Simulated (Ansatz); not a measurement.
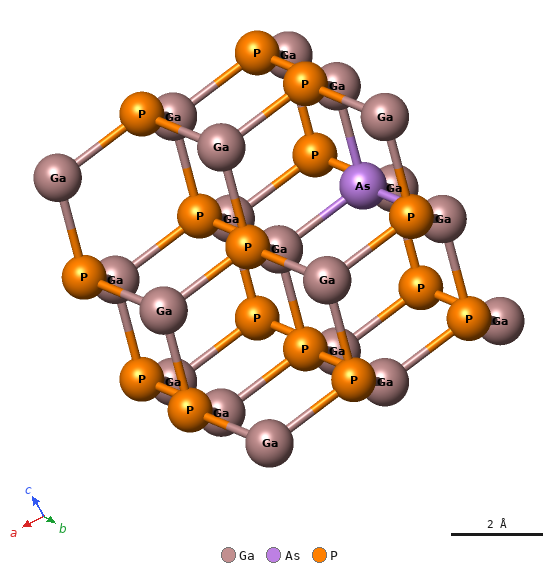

This is the input geometry for a relaxation of a defect cell of composition Ga27AsP26. The picture is a ball-and-stick view of the atoms within 5.8 Å of the atom that moves most (axes of the cell of the calculation), seen from a free direction.

Level of theory: Ansatz, DFT, PBE, plane-wave PAW, default files, scalar-relativistic, frozen cores.

Settings: plane-wave cutoff 420 eV; k-point mesh 3 × 3 × 3; occupations fermi dirac; smearing width 0.01 eV; no spin polarisation; potentials kind: paw, frozen_core: stored; atoms relaxed in a fixed cell; force threshold 0.02 eV/Å; at most 50 steps.

```
CELL_PARAMETERS angstrom
0.00000 8.17575 8.17575
8.17575 0.00000 8.17575
8.17575 8.17575 0.00000
ATOMIC_POSITIONS crystal
Ga 0.00000 0.00000 0.00000
Ga 0.00000 0.00000 0.33333
Ga 0.00000 0.00000 0.66667
Ga 0.00000 0.33333 0.00000
Ga 0.00000 0.33333 0.33333
Ga 0.00000 0.33333 0.66667
Ga 0.00000 0.66667 0.00000
Ga 0.00000 0.66667 0.33333
Ga 0.00000 0.66667 0.66667
Ga 0.33333 0.00000 0.00000
Ga 0.33333 0.00000 0.33333
Ga 0.33333 0.00000 0.66667
Ga 0.33333 0.33333 0.00000
Ga 0.33333 0.33333 0.33333
Ga 0.33333 0.33333 0.66667
Ga 0.33333 0.66667 0.00000
Ga 0.33333 0.66667 0.33333
Ga 0.33333 0.66667 0.66667
Ga 0.66667 0.00000 0.00000
Ga 0.66667 0.00000 0.33333
Ga 0.66667 0.00000 0.66667
Ga 0.66667 0.33333 0.00000
Ga 0.66667 0.33333 0.33333
Ga 0.66667 0.33333 0.66667
Ga 0.66667 0.66667 0.00000
Ga 0.66667 0.66667 0.33333
Ga 0.66667 0.66667 0.66667
As 0.08333 0.08333 0.08333
P 0.08333 0.08333 0.41667
P 0.08333 0.08333 0.75000
P 0.08333 0.41667 0.08333
P 0.08333 0.41667 0.41667
P 0.08333 0.41667 0.75000
P 0.08333 0.75000 0.08333
P 0.08333 0.75000 0.41667
P 0.08333 0.75000 0.75000
P 0.41667 0.08333 0.08333
P 0.41667 0.08333 0.41667
P 0.41667 0.08333 0.75000
P 0.41667 0.41667 0.08333
P 0.41667 0.41667 0.41667
P 0.41667 0.41667 0.75000
P 0.41667 0.75000 0.08333
P 0.41667 0.75000 0.41667
P 0.41667 0.75000 0.75000
P 0.75000 0.08333 0.08333
P 0.75000 0.08333 0.41667
P 0.75000 0.08333 0.75000
P 0.75000 0.41667 0.08333
P 0.75000 0.41667 0.41667
P 0.75000 0.41667 0.75000
P 0.75000 0.75000 0.08333
P 0.75000 0.75000 0.41667
P 0.75000 0.75000 0.75000
```

Question: What does the optimiser find from here?

Answer: The largest moves, 0.060 Å, are those of Ga1, Ga2, Ga4 and Ga10. Ga10 goes along [3 −1 −1]. Largest moves by element: Ga 0.060 Å, P 0.012 Å. As stays in place. The cell stays as it was. Near-neighbour distances that change, for instance: Ga10–As28 2.360 → 2.420 Å, Ga10–P37 2.360 → 2.351 Å. Over 2 geometry steps the energy falls by 91.4 meV per cell of the calculation. The largest force component goes from 0.44 to 0.018 eV/Å.

After the run, drawn alike:

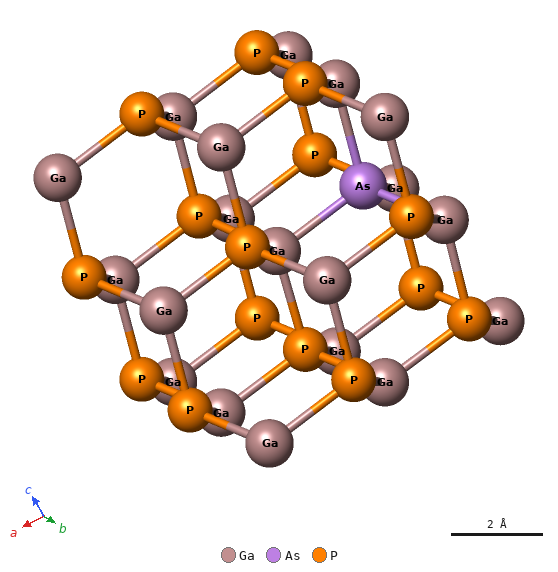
